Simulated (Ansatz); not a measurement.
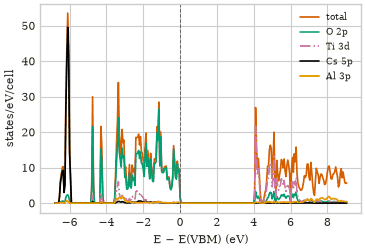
Figure. Total and projected density of states of CsTiAlO₄ in space group Imm2 (No. 44; Pearson symbol oI28), plane-wave PAW LDA (Ansatz code)

Which orbitals carry the states next to the gap?

Top 1 eV of the valence band: O 2p 94 %. Bottom 1 eV of the conduction band: Ti 3d 72 %, O 2p 15 %. Projections are on Löwdin-orthogonalised atomic valence shells; empty p or d shells of many metals are not among them.

Where is the tallest occupied peak in this window, and what makes it?

Near -6.1 eV, about 54 states/eV per cell; the largest projected share is Cs 5p.

The workflow started from a Materials Project entry (that database holds measured and hypothetical structures alike); the Crystallography Open Database copy checked does not list it. Its standing as an ambient phase is unchecked. The cell was relaxed with LDA under the symmetry of its start; its stability against distortions is not shown here. The run is not spin-polarised. Spin–orbit coupling is left out wherever it is not named.

Potentials: the later of the program's two PAW sets.
